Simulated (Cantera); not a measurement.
A closed system holds: 1 mol Si, 2.4 mol F2, held at 9.70 Pa.

These are equilibrium values from Cantera (NASA tables, ideal gas, pure condensed phases), not measurements of a reactor. Candidate condensed phases: Si; 9 gas species. Kinetics and transport are ignored.

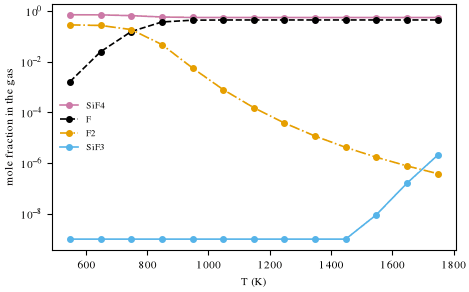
Fig. 1. Equilibrium gas composition (values under 1e-9 drawn at 1e-9)

Question: Read off the mole fractions at 1348 K.

Answer: SiF4 about 0.56, F about 0.44, F2 about 1.2e-5.
